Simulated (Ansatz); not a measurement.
# BLYP/def2-SVP (core potential) run of SnHBrOF2 (SMILES [OH][Sn]([F])([F])[Br])

Aim: the energy change on altering one bond length of SnHBrOF2 at BLYP/def2-SVP (core potential), from 2 runs. 

The results are computed with Ansatz 0.2.0.

84 further runs of the same task are left out: 2 that didn't finish, 82 set aside as unsound or not needed. Runs told in other sessions of the task aren't counted.

### Step 1. The molecule

SnHBrOF2: 6 atoms, total charge 0, spin state singlet. SMILES: `[OH][Sn]([F])([F])[Br]`. The coordinates come from a PBE0-D4/def2-TZVP relaxation. This is one conformer, not always the lowest.

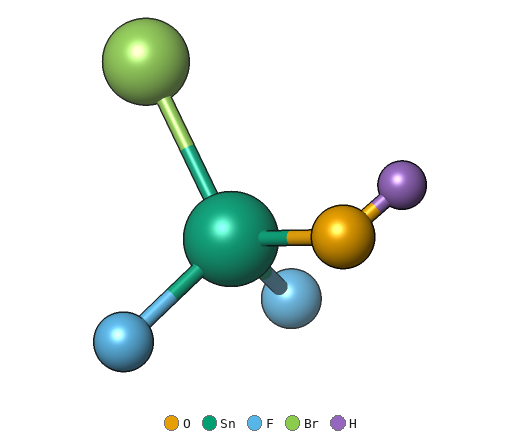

The structure, seen from a chosen angle (oxygen amber, tin teal, fluorine blue, bromine green, hydrogen purple).

### Step 2. A single-point energy at BLYP/def2-SVP (core potential)

Input file molecule.yaml:

```yaml
crystal:
  periodic: [false, false, false]
  atoms:
    - {symbol: O, position_ang: [-0.508100, 0.063600, 1.499700]}
    - {symbol: Sn, position_ang: [-0.078900, -0.013200, -0.374900]}
    - {symbol: F, position_ang: [-1.653500, 0.495100, -1.280000]}
    - {symbol: F, position_ang: [0.253500, -1.809000, -0.879000]}
    - {symbol: Br, position_ang: [1.795600, 1.350200, -1.085700]}
    - {symbol: H, position_ang: [0.233500, -0.150700, 2.073700]}
basis:
  gaussian:
    orbitals: def2-SVP
output: {orbitals: {seedname: orbitals}}
hamiltonian:
  xc: {name: BLYP}
accuracy: high
```

The run is started by

```console
$ ansatz run molecule.yaml --threads 1 --pin off --max-ram 2610MiB --events-out events.jsonl --progress --plain --runs-dir runs
```

Output:

```text
Warning: RAYON_NUM_THREADS=1 ignored (pool sized by the plan → 1); use --threads N
Functional definition: BLYP
  name "BLYP"
  parameter beta = 0.0042
  parameter a = 0.04918
  parameter b = 0.132
  parameter c = 0.2533
  parameter d = 0.349
  exchange = b88_x(beta = beta)
  correlation = lyp_c(a = a, b = b, c = c, d = d)
2159 factors; integrals over basis functions are off by at most 1.1e-8 eV
mean field evaluation 1: about -83350.5404 eV, gradient 7.9e1 eV
mean field evaluation 2: about -83260.1326 eV, gradient 2.1e2 eV
mean field evaluation 4: about -83359.9276 eV, gradient 3.0e1 eV
mean field evaluation 8: about -83361.4647 eV, gradient 8.0e-1 eV
mean field evaluation 16: about -83361.4658 eV, gradient 1.7e-4 eV
mean field -83361.46577099 eV, -3063.4773626531 hartree, gradient 4.0e-8 eV, S^2 0.000000; 0 other end points of the search recorded, 0 dependent functions left out
reference -83361.46582562 eV, -3063.4773646605 hartree; 42, 42 occupied and 63, 63 virtual orbitals, 2159 factors
Total energy: -83361.46582562 eV, -3063.4773646605 hartree
```

Run time: 11 s. Hardware: 1 thread of Arm Neoverse V2, shared host; peak memory 0.27 GiB.

### Step 3. The distorted shape

Input file input.yaml:

```yaml
crystal:
  periodic: [false, false, false]
  atoms:
    - {symbol: O, position_ang: [-1.101356, 0.235033, 1.040519]}
    - {symbol: Sn, position_ang: [-0.672156, 0.158233, -0.834081]}
    - {symbol: F, position_ang: [-2.246756, 0.666533, -1.739181]}
    - {symbol: F, position_ang: [-0.339756, -1.637567, -1.338181]}
    - {symbol: Br, position_ang: [1.202344, 1.521633, -1.544881]}
    - {symbol: H, position_ang: [0.233500, -0.150700, 2.073700]}
basis:
  gaussian:
    orbitals: def2-SVP
hamiltonian:
  xc: {name: BLYP}
accuracy: high
output:
  orbitals: {seedname: orbitals}
```

The run is started by

```console
$ ansatz run input.yaml --threads 1 --pin off --max-ram 2610MiB --events-out events.jsonl --progress --plain --runs-dir runs
```

Output:

```text
Warning: RAYON_NUM_THREADS=1 ignored (pool sized by the plan → 1); use --threads N
Functional definition: BLYP
  name "BLYP"
  parameter beta = 0.0042
  parameter a = 0.04918
  parameter b = 0.132
  parameter c = 0.2533
  parameter d = 0.349
  exchange = b88_x(beta = beta)
  correlation = lyp_c(a = a, b = b, c = c, d = d)
2158 factors; integrals over basis functions are off by at most 1.1e-8 eV
mean field evaluation 1: about -83344.0532 eV, gradient 8.4e1 eV
mean field evaluation 2: about -83198.1118 eV, gradient 2.1e2 eV
mean field evaluation 4: about -83356.0012 eV, gradient 2.5e1 eV
mean field evaluation 8: about -83358.0072 eV, gradient 3.7e0 eV
mean field evaluation 16: about -83358.0411 eV, gradient 4.9e-3 eV
mean field -83358.04109912 eV, -3063.3515082830 hartree, gradient 2.5e-8 eV, S^2 0.000000; 0 other end points of the search recorded, 0 dependent functions left out
reference -83358.04115650 eV, -3063.3515103918 hartree; 42, 42 occupied and 63, 63 virtual orbitals, 2158 factors
Total energy: -83358.04115650 eV, -3063.3515103918 hartree
```

Run time: 11 s. Hardware: 1 thread of Arm Neoverse V2, shared host; peak memory 0.27 GiB.

### Step 4. Results

Level: BLYP/def2-SVP (core potential).

| quantity | value |
| --- | --- |
| first shape: total energy | -3063.47736 Eh |
| first shape: HOMO energy | -7.63 eV |
| first shape: LUMO energy | -3.53 eV |
| first shape: HOMO–LUMO gap | 4.10 eV |
| distorted shape: total energy | -3063.35151 Eh |
| distorted shape: HOMO energy | -7.41 eV |
| distorted shape: LUMO energy | -5.49 eV |
| distorted shape: HOMO–LUMO gap | 1.92 eV |
| energy change with the O1–H6 bond stretched from 0.962 to 1.732 Å | 3.425 eV |

What this shows: One bond (distorted shape) is far stretched, which a spin-restricted single reference describes badly; a broken-symmetry solution may lie lower. With the O1–H6 bond stretched from 0.962 to 1.732 Å the energy rises by 3.42 eV (330 kJ/mol). The first shape isn't relaxed at this level, so the change isn't measured from a minimum. A restricted reference can't describe the breaking bond well at this length.
